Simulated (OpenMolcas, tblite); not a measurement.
## [SiF5]− (SMILES F[Si-](F)(F)(F)F): methods side by side

The species is [SiF5]− (6 atoms), meant as a singlet with charge -1. SMILES: `F[Si-](F)(F)(F)F`. Geometry: relaxed at PBE0-D4/def2-TZVPD.

```xyz
6

F    -0.7169   -1.1060    1.0235
Si    0.0000    0.0000    0.0000
F    -1.4667    0.5835   -0.3964
F     0.6515   -1.2184   -0.8602
F     0.7165    1.1058   -1.0240
F     0.8155    0.6351    1.2570
```

Each level gives the HOMO–LUMO gap (eV). The values are calculated.

```csv
level,kind,program,value (eV),CPU time
GFN2-xTB,semi-empirical,tblite,10.91,under 2 s
HF/6-31G* (spherical functions),Hartree–Fock,OpenMolcas,21.67,15 s
SVWN5/6-31G* (spherical functions),LDA,OpenMolcas,8.67,26 s
revPBE/6-31G* (spherical functions),GGA,OpenMolcas,8.83,37 s
TPSS/6-31G* (spherical functions),meta-GGA,OpenMolcas,9.15,47 s
BHLYP/6-31G* (spherical functions),global hybrid,OpenMolcas,15.12,32 s
B2PLYP/6-31G* (spherical functions),double hybrid,OpenMolcas,15.51,24 s
```

Sets without diffuse functions describe the anion poorly. The values span 8.67 to 21.67 eV. Orbital gaps aren't excitation energies, and those of double hybrids come from the SCF part alone; they tend to grow with the share of exact exchange. Times are those of the runs behind each value, whatever else they computed, on shared processors of several kinds: orders of magnitude only.

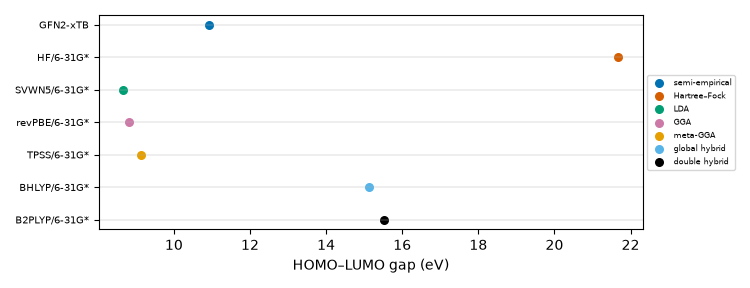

The values of the table, level by level.
